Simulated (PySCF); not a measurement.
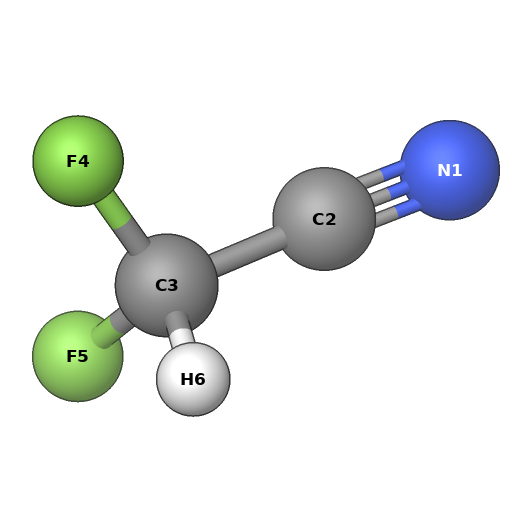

Computed geometry: PBE0-D3(BJ)/def2-SVP optimisation. No frequency run is at hand to confirm it as a minimum. Method: B3LYP/pcJ-0 indirect spin-spin coupling, non-relativistic, gas phase (PySCF 2.14.0). Isotopes: 13C, 19F, 1H, 15N.

Give the spin–spin coupling constants of these pairs, with the number of bonds between them: N1/C2, C3/H6, C3/F5, C3/F4, N1/C3, C2/F4, C2/H6, C2/F5, F4/H6, N1/F4, N1/H6, N1/F5.

```tsv
pair	bonds apart	J (Hz)
N1, C2	1	6.7
C3, H6	1	170.8
C3, F5	1	−438.8
C3, F4	1	−439.0
N1, C3	2	3.6
C2, F4	2	22.2
C2, H6	2	3.4
C2, F5	2	22.2
F4, H6	2	40.8
N1, F4	3	0.6
N1, H6	3	−1.0
N1, F5	3	0.6
```

Density functionals are unreliable for couplings to fluorine, so those rows may be far off.
